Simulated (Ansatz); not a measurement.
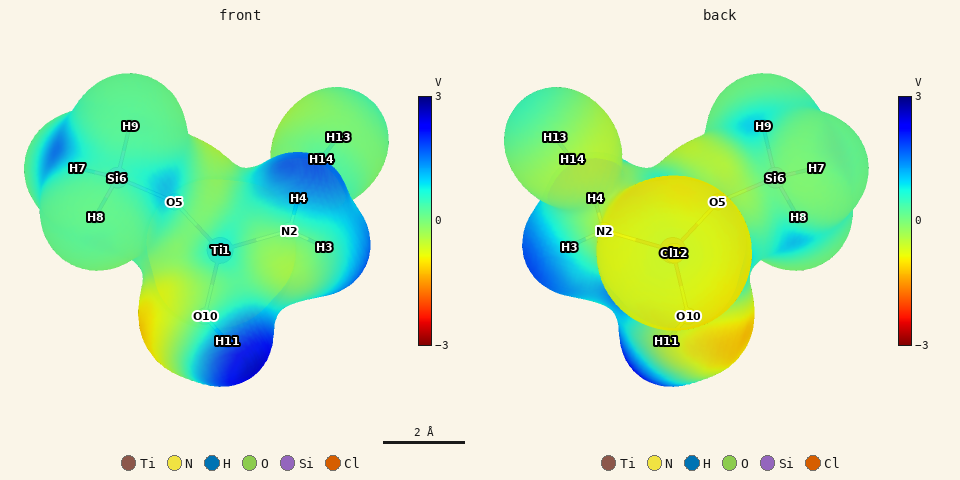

ClH6NO2SiTi···H2. The electrostatic potential painted on the density surface at 0.002 e/bohr³, seen from the front and from behind; the colour scale runs from red (negative) to blue (positive).

Theory: Ansatz, RKS PBE/def2-SVP.

```json
{"atom": "Ti", "x (Å)": "-0.0540", "y (Å)": "-0.3057", "z (Å)": "-0.0248"}
{"atom": "N", "x (Å)": "0.0328", "y (Å)": "-0.0039", "z (Å)": "1.8232"}
{"atom": "H", "x (Å)": "-0.7855", "y (Å)": "0.1090", "z (Å)": "2.4335"}
{"atom": "H", "x (Å)": "0.8859", "y (Å)": "-0.0679", "z (Å)": "2.3897"}
{"atom": "O", "x (Å)": "1.5916", "y (Å)": "-0.7704", "z (Å)": "-0.5516"}
{"atom": "Si", "x (Å)": "2.9319", "y (Å)": "-0.8821", "z (Å)": "-1.5678"}
{"atom": "H", "x (Å)": "2.7136", "y (Å)": "-1.9761", "z (Å)": "-2.5751"}
{"atom": "H", "x (Å)": "3.1498", "y (Å)": "0.4268", "z (Å)": "-2.2792"}
{"atom": "H", "x (Å)": "4.1404", "y (Å)": "-1.2051", "z (Å)": "-0.7330"}
{"atom": "O", "x (Å)": "-0.5718", "y (Å)": "1.1976", "z (Å)": "-0.8592"}
{"atom": "H", "x (Å)": "-0.8546", "y (Å)": "2.0509", "z (Å)": "-0.4871"}
{"atom": "Cl", "x (Å)": "-1.5799", "y (Å)": "-1.8940", "z (Å)": "-0.4142"}
{"atom": "H", "x (Å)": "-0.3603", "y (Å)": "-3.0324", "z (Å)": "3.4347"}
{"atom": "H", "x (Å)": "-0.3351", "y (Å)": "-2.4775", "z (Å)": "2.9001"}
```

Where is the surface potential most negative and most positive?

Answer. The most negative region (about −1.2 V) lies over O10, the most positive (about +2.5 V) over H11. O10 is the likeliest acceptor of a hydrogen bond.
